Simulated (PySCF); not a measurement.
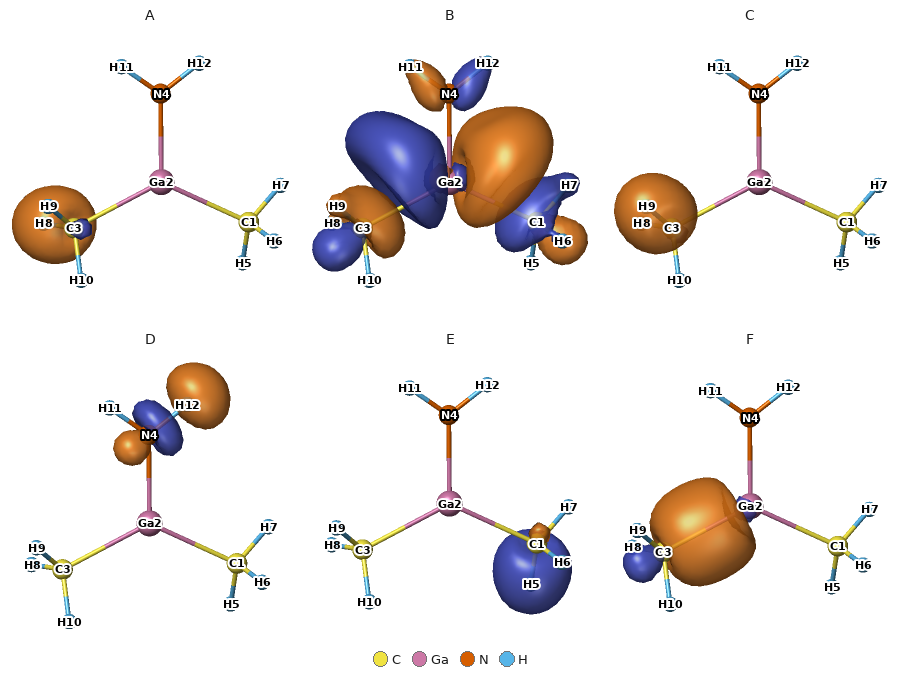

Figure 1: C₂H₈GaN, SMILES `C[Ga](C)N`. Intrinsic bond orbitals (IBO), occupied and valence-virtual; each surface holds about 70 % of the orbital's density. Energies are diagonal elements of the Fock matrix.

PySCF calculation, CAM-B3LYP/6-311G**, gas phase; geometry: GFN2-xTB. No frequency check shows the geometry to be a minimum. GFN2-xTB bond lengths at metals and heavier atoms can be off by up to 0.1 Å and shapes distorted, which carries into these values.

The calculation's input:

```python
import numpy as np
from pyscf import gto, scf, dft, lo
from pyscf.data.elements import chemcore

def solve(mol, dm0=None, hcore=None):
    mf = (dft.UKS if mol.spin else dft.RKS)(mol, xc='camb3lyp')
    mf.grids.level = 3
    mf = mf.density_fit(auxbasis='def2-universal-jkfit')
    mf.conv_tol, mf.max_cycle = 1e-8, 80
    if hcore is not None:
        mf.get_hcore = lambda *args: hcore
    mf.kernel(dm0)
    if not mf.converged:
        mf = mf.newton().run(mf.mo_coeff, mf.mo_occ, max_cycle=30)
    assert mf.converged, 'SCF not converged'
    return mf

mol = gto.M(atom='''
C      1.83707    -0.88443     0.00028
Ga     0.00132    -0.01114    -0.00043
C     -1.82131    -0.91221     0.00050
N     -0.01874     1.81447     0.00023
H      1.84291    -1.79698    -0.60020
H      2.13525    -1.15566     1.01618
H      2.58676    -0.19852    -0.40052
H     -2.24267    -0.92723    -1.00784
H     -2.51497    -0.36530     0.64341
H     -1.76000    -1.94394     0.35351
H     -0.84687     2.39600     0.02862
H      0.79519     2.41557    -0.02626
''', basis='6-311g**', charge=0, spin=0, verbose=4)
mf = solve(mol)
occ_all = mf.mo_coeff[:, mf.mo_occ > 0]
occ = occ_all[:, chemcore(mol):]
loc = lo.ibo.ibo(mol, occ, iaos=lo.iao.iao(mol, occ_all))
fock, s = mf.get_fock(), mf.get_ovlp()
ortho = lo.orth_ao(mol, 'meta_lowdin')
ortho = lo.vec_lowdin(lo.iao.iao(mol, occ_all), s)
labels = lo.iao.reference_mol(mol).ao_labels(fmt=None)
vir = lo.vvo.livvo(mol, occ_all, mf.mo_coeff[:, mf.mo_occ == 0])
both = np.hstack([loc, vir])
p = (ortho.T @ s @ both) ** 2
pop = np.array([p[[l[0] == a for l in labels]].sum(0) for a in range(mol.natm)])
spd = np.array([[p[[l[0] == a and l[2][-1] == k for l in labels]].sum(0) for k in 'spd'] for a in range(mol.natm)])
eps = np.einsum('pi,pq,qi->i', both, fock, both)
for i in np.argsort(eps):
    top = np.argsort(-pop[:, i])[:3]
    print('%3d %s %9.4f Eh ' % (i + 1, 'occ' if i < loc.shape[1] else 'vir', eps[i]), '  '.join('%s%d %.3f' % (mol.atom_symbol(a), a + 1, pop[a, i]) for a in top))
np.savez('result.npz', c=both, nocc=loc.shape[1], pop=pop, spd=spd, eps=eps, e=mf.e_tot)
```

Run with:

```sh
OMP_NUM_THREADS=1 python input.py
```

The run took 9.9 s on 1 thread of AMD EPYC 9R14 (Zen 4) (shared host), peak memory 0.63 GiB.

What does each orbital represent in a Lewis picture?

Answer. By panel:
- A: σ bond C3–H8 (C3 57 %, H8 42 %; −14.6 eV)
- B: σ* orbital Ga2–C3, mostly on Ga2 (Ga2 73 %, C3 13 %, C1 13 %; 8.2 eV)
- C: σ bond C3–H9 (C3 57 %, H9 42 %; −14.6 eV)
- D: σ* orbital H12–N4, mostly on H12 (H12 63 %, N4 37 %; 10.6 eV)
- E: σ bond C1–H5 (C1 57 %, H5 42 %; −14.6 eV)
- F: σ bond C3–Ga2 (C3 65 %, Ga2 34 %; −11.6 eV)
